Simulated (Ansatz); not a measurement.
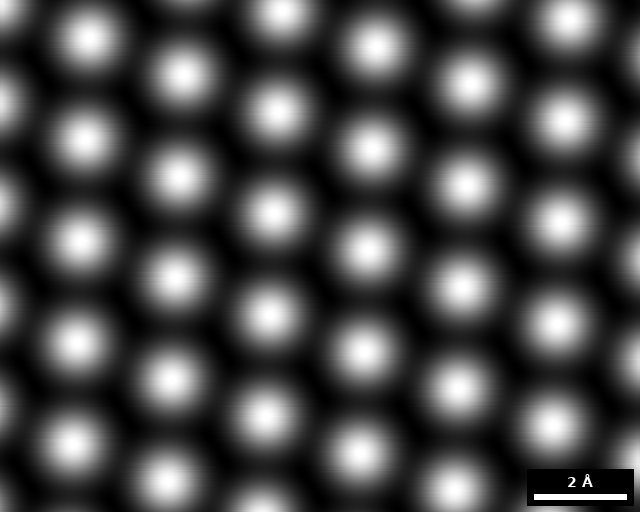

iDPC-like image of a crystal. Simulated as the projected potential of neutral atoms (B = 0.5 Å²) blurred by a 0.87 Å probe, the thin-sample limit of integrated differential phase contrast. The display is stretched by a gamma of 0.8; percentages refer to the linear signal. A slight drift was added.

Q: What two-dimensional lattice does the image show, and how large is its cell?

A: The pattern repeats on a centred rectangular net of 2.6 × 3.6 Å.

Q: What is the plane group of the image?

A: c2mm: perpendicular mirror lines on a centred net, with further twofold points between them.

Q: How many columns does the smallest repeating cell hold, and how many levels of brightness?

A: 1 column in the primitive cell of 4.7 Å², all of one brightness.

The crystal is Cu (Fm-3m, No. 225) seen along [110]. Atomic positions: the input geometry of a calculation.
